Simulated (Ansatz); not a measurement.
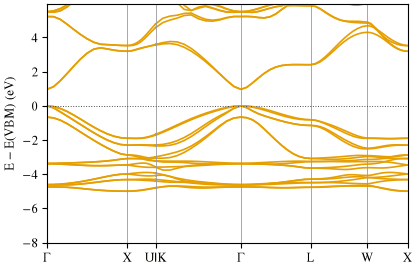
Fig. 1. Band structure from the program Ansatz at the PBEsol with spin–orbit coupling level (PAW)

The gap is 0.97 eV; an edge lies off the plotted path or next to a special point (maximum on the K–Γ line, 97 % of the way from K, minimum at Γ).

The material is AgI (zinc blende, F-43m).

The cell was relaxed with PBEsol under the symmetry of its start. The run is not spin-polarised.

Potentials: the earlier of the program's two PAW sets. The files were generated under PBE; for other functionals the program regenerates the frozen cores, and for LDA and PBEsol the local potential too.
